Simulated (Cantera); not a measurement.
Input: 1 mol AlCl₃, 47 mol N₂, 2 mol NH₃, equilibrated at 0.100 bar.

Cantera equilibrium calculation (NASA polynomials, part measured and part estimated; ideal gas, pure solids and liquids). Candidate condensed phases: Al, AlCl₃, AlN, NH₄Cl; 20 gas species. The tables' values for AlCl₂ are old estimates; treat these amounts as uncertain. Kinetics and transport are ignored.

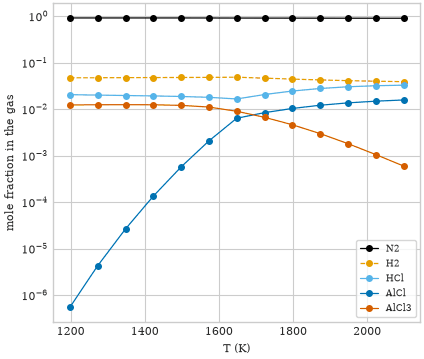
Fig. 1. Equilibrium gas composition (values under 1e-9 drawn at 1e-9)

### Question
Read off the mole fractions at 1198 K.

### Answer
N₂ about 0.92, H₂ about 0.047, HCl about 0.021, AlCl₃ about 0.012, AlCl about 5.5e-7.
